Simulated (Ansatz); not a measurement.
# Run report: CH$_{4}$, geometry relaxation (part 3 of 3)

Continued. System: CH$_{4}$ (disordered cell, 40 atoms in the cell). Method: DFT PBE, scalar-relativistic, plane waves, PAW, no spin polarisation (Ansatz 0.2.0); cutoff 420 eV, 1×1×1 k-mesh, Fermi–Dirac smearing of 0.02 eV. It belongs to a series of runs on one base structure; here: start relaxed.

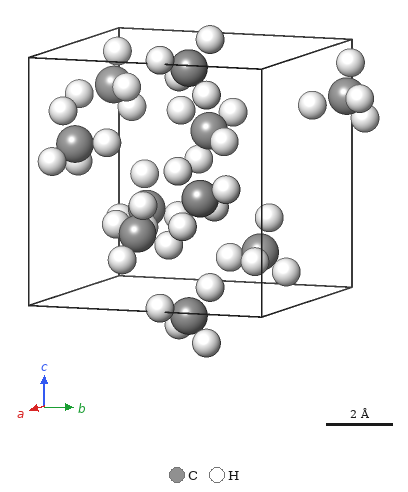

*The geometry at step 6 of the log (spheres-only view of the cell of the calculation, seen slightly off an axis).*

## Trajectory as extended XYZ, continued
```
40
Lattice="7.6835 0.0000 0.0000 0.0000 7.6835 0.0000 0.0000 0.0000 7.6835" Properties=species:S:1:pos:R:3:forces:R:3 step=3 energy=-2524.95026
C     1.5807    1.4389    2.4161   -0.1041  -0.1189  -0.1322
H     2.5714    1.8517    2.2519    0.1005   0.0763  -0.2364
H     1.4311    1.3983    3.4852   -0.1486  -0.0333   0.3033
H     1.5281    0.4228    2.0190   -0.0869   0.1138  -0.1224
H     0.8175    2.0832    1.9753   -0.0514  -0.0141  -0.1363
C     1.2389    0.0157    5.6994    0.1129  -0.0581  -0.0554
H     0.7427    0.0826    6.6681   -0.0320  -0.0977   0.1294
H     1.6626   -0.9822    5.5274   -0.1104   0.0941   0.1809
H     2.0492    0.7483    5.6470   -0.0710   0.0302   0.0790
H     0.5156    0.2225    4.9084   -0.0558   0.0650   0.0506
C     6.5467    4.7837    0.1030    0.2361  -0.0912   0.0334
H     6.2018    5.3855    0.9446   -0.0179   0.1123  -0.0635
H     5.7267    4.1335   -0.2049   -0.0030  -0.0326  -0.1929
H     7.3906    4.1638    0.4552   -0.2027   0.1817  -0.2318
H     6.8564    5.4318   -0.7223    0.0410  -0.0466   0.0031
C     5.1474    2.8257    2.2105    0.1742   0.0778  -0.0031
H     4.5651    3.6161    1.7333    0.0397   0.0351  -0.0599
H     5.5896    3.2099    3.1367   -0.0510  -0.1016  -0.0753
H     5.9407    2.4754    1.5442   -0.0084   0.0930  -0.0253
H     4.4932    1.9947    2.4325   -0.1335  -0.2410   0.0819
C     2.4596    5.7114    1.4907    0.0036  -0.0025  -0.0474
H     3.5162    5.9509    1.3293   -0.0224  -0.0191  -0.0410
H     2.1998    5.9170    2.5341    0.0223  -0.0112  -0.0421
H     2.2747    4.6535    1.2776    0.0584   0.0195  -0.0384
H     1.8404    6.3299    0.8306    0.0577  -0.0723   0.0007
C     6.9333    5.4956    3.5435   -0.0278  -0.0514  -0.0426
H     7.6620    5.2988    2.7562    0.0091  -0.0208  -0.0050
H     7.1155    6.4846    3.9631    0.0547  -0.0054   0.0828
H     7.0288    4.7333    4.3199   -0.0005   0.0270   0.0828
H     5.9244    5.4585    3.1264    0.0136   0.0196   0.0128
C     2.2495    3.8697    4.7656    0.0786  -0.0959   0.1339
H     1.8370    3.4028    3.8723   -0.0067   0.0012  -0.0162
H     1.4482    4.4137    5.2749    0.0932   0.0228   0.0848
H     3.0476    4.5539    4.4632    0.0314   0.0609   0.1027
H     2.6551    3.0910    5.4273   -0.0329   0.1524  -0.0692
C     4.4120    0.2435    4.3304    0.1358   0.1087   0.1172
H     4.5356    1.3333    4.3562   -0.0129  -0.1600   0.0650
H     4.2188   -0.1123    5.3514    0.1043  -0.1156  -0.1490
H     5.3162   -0.2152    3.9126   -0.1411   0.1176   0.1833
H     3.5664   -0.0029    3.6835   -0.0461  -0.0196   0.0577
40
Lattice="7.6835 0.0000 0.0000 0.0000 7.6835 0.0000 0.0000 0.0000 7.6835" Properties=species:S:1:pos:R:3:forces:R:3 step=4 energy=-2525.21638
C     1.4832    1.4292    2.3800    0.0033  -0.0556  -0.0873
H     2.4711    1.7984    2.0910   -0.0853  -0.0024  -0.1426
H     1.4499    1.4002    3.4663   -0.0763  -0.0257   0.1169
H     1.3393    0.4157    1.9900   -0.0667   0.1522  -0.0309
H     0.7007    2.1021    2.0152    0.0193  -0.0477  -0.0572
C     1.1442    0.0787    5.8214    0.0834  -0.0399  -0.0686
H     0.6446    0.0888    6.7928   -0.0158  -0.0605   0.0535
H     1.5571   -0.9155    5.6011   -0.0981   0.1248   0.1372
H     1.9615    0.8083    5.8164   -0.0799  -0.0142   0.0682
H     0.4244    0.3407    5.0399   -0.0225   0.0329   0.0838
C     6.5423    4.8081   -0.0128    0.2239  -0.1042   0.0225
H     6.1778    5.3960    0.8314   -0.0159   0.0777  -0.0368
H     5.7336    4.1603   -0.3582   -0.0035  -0.0155  -0.1323
H     7.3832    4.1846    0.3384   -0.1942   0.1697  -0.1853
H     6.8703    5.4723   -0.8188    0.0099  -0.0475   0.0230
C     5.1531    2.7457    2.1500    0.2159   0.0859  -0.0374
H     4.5503    3.5371    1.6981    0.0227   0.0147  -0.0408
H     5.5791    3.1091    3.0924   -0.0359  -0.0740  -0.0776
H     5.9622    2.4536    1.4715   -0.0558   0.0875   0.0205
H     4.5276    1.8820    2.3408   -0.1286  -0.2205   0.0653
C     2.5259    5.6978    1.4273    0.0009   0.0215  -0.0439
H     3.5842    5.9373    1.2759   -0.0270  -0.0181  -0.0305
H     2.2556    5.9006    2.4688    0.0191  -0.0117  -0.0364
H     2.3450    4.6404    1.2069    0.0464   0.0169  -0.0262
H     1.9138    6.3184    0.7624    0.0600  -0.0635   0.0160
C     6.9625    5.4708    3.5274    0.0095  -0.0471  -0.0392
H     7.6705    5.2086    2.7368   -0.0292  -0.0077   0.0324
H     7.2010    6.4654    3.9100    0.0359  -0.0248   0.0376
H     7.0325    4.7358    4.3342    0.0016   0.0366   0.0282
H     5.9460    5.4683    3.1247    0.0203   0.0124   0.0055
C     2.3543    3.8998    4.8324    0.0837  -0.0660   0.1290
H     1.9805    3.4319    3.9208    0.0061  -0.0028  -0.0137
H     1.5237    4.4058    5.3370    0.0835  -0.0019   0.0440
H     3.1330    4.6228    4.5659   -0.0014   0.0202   0.0826
H     2.7744    3.1268    5.4920   -0.0388   0.1432  -0.0742
C     4.3968    0.2535    4.4365    0.1648   0.0847   0.1513
H     4.5069    1.3454    4.4921   -0.0162  -0.1828   0.0382
H     4.2101   -0.1415    5.4465    0.0851  -0.0343  -0.1859
H     5.3104   -0.1833    4.0115   -0.1593   0.1068   0.1580
H     3.5540    0.0132    3.7834   -0.0448  -0.0193   0.0332
40
Lattice="7.6835 0.0000 0.0000 0.0000 7.6835 0.0000 0.0000 0.0000 7.6835" Properties=species:S:1:pos:R:3:forces:R:3 step=5 energy=-2525.37476
C     1.3961    1.4286    2.3455    0.2653   0.0006  -0.0580
H     2.3764    1.7461    1.9264   -0.5726  -0.1312   0.1268
H     1.4818    1.4135    3.4447   -0.0667  -0.0551  -0.3590
H     1.1530    0.4191    1.9700    0.0281   0.3283   0.1469
H     0.6012    2.1339    2.0560    0.2154  -0.1368   0.0222
C     1.0666    0.1307    5.9281    0.0346  -0.0108  -0.0500
H     0.5647    0.0974    6.9013    0.0107  -0.0135  -0.0462
H     1.4754   -0.8595    5.6781   -0.0814   0.1671   0.0923
H     1.8851    0.8620    5.9569   -0.1061  -0.0789   0.0536
H     0.3471    0.4276    5.1540    0.0366  -0.0158   0.1372
C     6.5351    4.8313   -0.1169    0.1845  -0.0982  -0.0268
H     6.1577    5.4053    0.7322   -0.0141   0.0346  -0.0258
H     5.7353    4.1874   -0.4951    0.0096   0.0184  -0.0703
H     7.3744    4.2038    0.2255   -0.1642   0.1391  -0.1237
H     6.8755    5.5118   -0.9047   -0.0179  -0.0466   0.0369
C     5.1613    2.6808    2.1025    0.2347   0.0601  -0.0986
H     4.5319    3.4680    1.6765    0.0147  -0.0299  -0.0100
H     5.5833    3.0317    3.0515   -0.0237  -0.0563  -0.0772
H     5.9767    2.4423    1.4050   -0.1432   0.0733   0.1002
H     4.5670    1.7869    2.2783   -0.0808  -0.1308   0.0214
C     2.5841    5.6823    1.3722   -0.0010   0.0358  -0.0435
H     3.6403    5.9318    1.2231   -0.0234  -0.0147  -0.0200
H     2.3078    5.8818    2.4129    0.0149  -0.0102  -0.0291
H     2.4166    4.6232    1.1483    0.0314   0.0121  -0.0152
H     1.9686    6.2968    0.7051    0.0524  -0.0474   0.0257
C     6.9856    5.4466    3.5155    0.0794  -0.0199  -0.0349
H     7.6776    5.1320    2.7241   -0.1041   0.0289   0.1148
H     7.2730    6.4418    3.8739   -0.0035  -0.1121  -0.0163
H     7.0293    4.7309    4.3444    0.0093   0.0674  -0.0466
H     5.9647    5.4787    3.1207    0.0556   0.0124   0.0080
C     2.4381    3.9257    4.8963    0.0793   0.0074   0.1135
H     2.0933    3.4640    3.9674    0.0209   0.0247   0.0204
H     1.5864    4.3985    5.4026    0.1008  -0.0365  -0.0103
H     3.2007    4.6812    4.6640   -0.0633  -0.0552   0.0654
H     2.8700    3.1531    5.5480   -0.0367   0.1228  -0.0660
C     4.3913    0.2572    4.5225    0.1844   0.0467   0.1917
H     4.4786    1.3507    4.6050   -0.0149  -0.2083   0.0310
H     4.2244   -0.1767    5.5220    0.0660   0.0485  -0.2139
H     5.3136   -0.1496    4.0841   -0.1752   0.0991   0.1256
H     3.5473    0.0141    3.8714   -0.0356  -0.0192   0.0079
40
Lattice="7.6835 0.0000 0.0000 0.0000 7.6835 0.0000 0.0000 0.0000 7.6835" Properties=species:S:1:pos:R:3:forces:R:3 step=6 energy=-2525.51349
C     1.2995    1.4191    2.3042    0.1159   0.0182  -0.1257
H     2.2666    1.7017    1.8569   -0.2463  -0.0859   0.0775
H     1.4045    1.3906    3.3936   -0.0102   0.0012  -0.0796
H     1.0046    0.4270    1.9353    0.0084   0.1602   0.0566
H     0.5352    2.1574    2.0317    0.0715  -0.0761   0.0246
C     0.9696    0.2052    6.0523   -0.0158   0.0573  -0.0183
H     0.4723    0.1317    7.0245   -0.0020   0.0032  -0.0184
H     1.3854   -0.7705    5.7747   -0.0285   0.0585   0.0270
H     1.7796    0.9430    6.1060   -0.0630  -0.0501   0.0327
H     0.2415    0.5219    5.2953    0.0313  -0.0250   0.0815
C     6.5264    4.8397   -0.2370    0.0764  -0.0317  -0.0466
H     6.1467    5.3889    0.6271   -0.0214   0.0130   0.0099
H     5.7326    4.2034   -0.6379   -0.0272  -0.0042  -0.0439
H     7.3699    4.2127    0.0778   -0.0457   0.0396  -0.0387
H     6.8583    5.5451   -1.0033   -0.0031   0.0003  -0.0105
C     5.1483    2.6091    2.0432    0.1107   0.0286  -0.1031
H     4.4827    3.3805    1.6441   -0.0039  -0.0260   0.0099
H     5.5864    2.9606    2.9822    0.0064  -0.0105  -0.0148
H     5.9470    2.4112    1.3184   -0.0781   0.0207   0.0561
H     4.5876    1.6920    2.2286   -0.0451  -0.0749  -0.0062
C     2.6527    5.6834    1.3153    0.0078   0.0187  -0.0268
H     3.7097    5.9218    1.1602    0.0080  -0.0005  -0.0148
H     2.3846    5.8784    2.3584    0.0050  -0.0020  -0.0065
H     2.4763    4.6277    1.0848    0.0118  -0.0109  -0.0123
H     2.0406    6.3063    0.6554    0.0191  -0.0124   0.0089
C     7.0371    5.4098    3.4863    0.0460  -0.0108   0.0001
H     7.7025    5.0807    2.6819   -0.0303   0.0057   0.0408
H     7.3654    6.3880    3.8521   -0.0010  -0.0309  -0.0133
H     7.0718    4.6874    4.3079    0.0006   0.0143  -0.0303
H     6.0127    5.4817    3.1077    0.0182   0.0120   0.0073
C     2.5373    3.9611    4.9818    0.0285   0.0370   0.0474
H     2.2231    3.4933    4.0448    0.0096  -0.0040   0.0035
H     1.6658    4.4080    5.4744    0.0439  -0.0186   0.0023
H     3.2787    4.7403    4.7678   -0.0185  -0.0249   0.0354
H     2.9789    3.2032    5.6386   -0.0009   0.0364  -0.0100
C     4.3915    0.2541    4.6223    0.0759  -0.0223   0.1024
H     4.4826    1.3408    4.7226   -0.0044  -0.0424   0.0366
H     4.2382   -0.2006    5.6095    0.0240   0.0247  -0.0570
H     5.3052   -0.1460    4.1710   -0.0459   0.0274   0.0298
H     3.5378    0.0231    3.9791   -0.0279  -0.0130  -0.0136
40
Lattice="7.6835 0.0000 0.0000 0.0000 7.6835 0.0000 0.0000 0.0000 7.6835" Properties=species:S:1:pos:R:3:forces:R:3 step=7 energy=-2525.51349
C     1.2995    1.4191    2.3042    0.1160   0.0182  -0.1253
H     2.2666    1.7017    1.8569   -0.2462  -0.0859   0.0776
H     1.4045    1.3906    3.3936   -0.0102   0.0012  -0.0797
H     1.0046    0.4270    1.9353    0.0084   0.1601   0.0566
H     0.5352    2.1574    2.0317    0.0715  -0.0760   0.0248
C     0.9696    0.2052    6.0523   -0.0159   0.0574  -0.0187
H     0.4723    0.1317    7.0245   -0.0023   0.0032  -0.0179
H     1.3854   -0.7705    5.7747   -0.0284   0.0581   0.0268
H     1.7796    0.9430    6.1060   -0.0628  -0.0498   0.0326
H     0.2415    0.5219    5.2953    0.0312  -0.0250   0.0812
C     6.5264    4.8397   -0.2370    0.0764  -0.0317  -0.0466
H     6.1467    5.3889    0.6271   -0.0215   0.0131   0.0101
H     5.7326    4.2034   -0.6379   -0.0273  -0.0043  -0.0440
H     7.3699    4.2127    0.0778   -0.0456   0.0396  -0.0386
H     6.8583    5.5451   -1.0033   -0.0030   0.0004  -0.0107
C     5.1483    2.6091    2.0432    0.1105   0.0286  -0.1029
H     4.4827    3.3805    1.6441   -0.0040  -0.0260   0.0099
H     5.5864    2.9606    2.9822    0.0064  -0.0105  -0.0147
H     5.9470    2.4112    1.3184   -0.0779   0.0207   0.0561
H     4.5876    1.6920    2.2286   -0.0451  -0.0749  -0.0061
C     2.6527    5.6834    1.3153    0.0078   0.0186  -0.0265
H     3.7097    5.9218    1.1602    0.0081  -0.0005  -0.0147
H     2.3846    5.8784    2.3584    0.0050  -0.0020  -0.0064
H     2.4763    4.6277    1.0848    0.0117  -0.0111  -0.0122
H     2.0406    6.3063    0.6554    0.0190  -0.0123   0.0089
C     7.0371    5.4098    3.4863    0.0463  -0.0108   0.0000
H     7.7025    5.0807    2.6819   -0.0302   0.0057   0.0408
H     7.3654    6.3880    3.8521   -0.0009  -0.0308  -0.0133
H     7.0718    4.6874    4.3079    0.0007   0.0143  -0.0302
H     6.0127    5.4817    3.1077    0.0181   0.0120   0.0072
C     2.5373    3.9611    4.9818    0.0287   0.0370   0.0471
H     2.2231    3.4933    4.0448    0.0096  -0.0040   0.0033
H     1.6658    4.4080    5.4744    0.0437  -0.0184   0.0024
H     3.2787    4.7403    4.7678   -0.0184  -0.0248   0.0353
H     2.9789    3.2032    5.6386   -0.0008   0.0362  -0.0099
C     4.3915    0.2541    4.6223    0.0756  -0.0223   0.1021
H     4.4826    1.3408    4.7226   -0.0044  -0.0421   0.0365
H     4.2382   -0.2006    5.6095    0.0239   0.0246  -0.0568
H     5.3052   -0.1460    4.1710   -0.0458   0.0273   0.0295
H     3.5378    0.0231    3.9791   -0.0280  -0.0130  -0.0138
40
Lattice="7.6835 0.0000 0.0000 0.0000 7.6835 0.0000 0.0000 0.0000 7.6835" Properties=species:S:1:pos:R:3:forces:R:3 step=8 energy=-2525.59140
C     1.2322    1.4278    2.2860   -0.0145  -0.0233  -0.2135
H     2.1857    1.6437    1.7890   -0.0639  -0.0636   0.0472
H     1.3764    1.4140    3.3658    0.0442   0.0179   0.1131
H     0.8611    0.4490    1.9546    0.0154   0.1224   0.0251
H     0.5055    2.2046    2.0261   -0.0002  -0.0435   0.0219
C     0.8726    0.2805    6.1567   -0.0535   0.0937   0.0284
H     0.3692    0.1698    7.1225    0.0051   0.0121  -0.0222
H     1.3036   -0.6800    5.8585    0.0053  -0.0043  -0.0158
H     1.6705    1.0280    6.2403   -0.0423  -0.0366   0.0175
H     0.1433    0.6086    5.4065    0.0302  -0.0261   0.0412
C     6.4998    4.8403   -0.3543   -0.0183   0.0446  -0.0549
H     6.1167    5.3512    0.5332   -0.0089  -0.0275  -0.0066
H     5.7113    4.2162   -0.7851   -0.0306   0.0004  -0.0139
H     7.3482    4.2099   -0.0730    0.0355  -0.0235   0.0120
H     6.8227    5.5817   -1.0898   -0.0050   0.0036  -0.0091
C     5.1287    2.5351    1.9727   -0.0003   0.0019  -0.1321
H     4.4211    3.2938    1.6169    0.0377  -0.0789   0.0509
H     5.5961    2.8808    2.8985    0.0186   0.0221   0.0133
H     5.9005    2.3814    1.2086   -0.0785  -0.0101   0.0682
H     4.6036    1.5941    2.1666    0.0118   0.0160  -0.0417
C     2.7185    5.6884    1.2619    0.0125   0.0014  -0.0101
H     3.7754    5.9176    1.0965    0.0227   0.0082  -0.0097
H     2.4639    5.8731    2.3101    0.0001   0.0026   0.0039
H     2.5318    4.6370    1.0201   -0.0022  -0.0148  -0.0085
H     2.1053    6.3234    0.6164   -0.0066   0.0140  -0.0022
C     7.0903    5.3849    3.4580    0.0005   0.0222   0.0185
H     7.7316    5.0501    2.6388    0.0162  -0.0021  -0.0128
H     7.4569    6.3430    3.8411   -0.0096  -0.0197  -0.0261
H     7.1136    4.6460    4.2641   -0.0105  -0.0146  -0.0167
H     6.0631    5.4996    3.0945    0.0345   0.0055   0.0232
C     2.6229    3.9825    5.0640   -0.0191   0.0620  -0.0156
H     2.3376    3.4991    4.1243    0.0141   0.0040   0.0218
H     1.7320    4.4076    5.5401    0.0213  -0.0159   0.0007
H     3.3430    4.7827    4.8589   -0.0016  -0.0145   0.0136
H     3.0755    3.2447    5.7326    0.0213  -0.0214   0.0299
C     4.4022    0.2413    4.7251   -0.0192  -0.0651   0.0247
H     4.5007    1.3219    4.8484    0.0067   0.0668   0.0406
H     4.2610   -0.2361    5.7000   -0.0002   0.0038   0.0405
H     5.3055   -0.1535    4.2555    0.0397  -0.0154  -0.0329
H     3.5374    0.0290    4.0887   -0.0085  -0.0044  -0.0118
```

## Results in brief

- outcome: converged
- electrons treated: 64
- free energy: −2525.5914 eV
- Fermi energy: −2.321 eV
- final volume: 453.60 Å³
- largest force (length of the vector) at the end: 0.215 eV/Å
- wall time: 21 s
- peak memory: 0.41 GiB

## Remarks

The input asks for low accuracy. The k-point mesh is coarse for a cell of this size, so the results may not be converged.
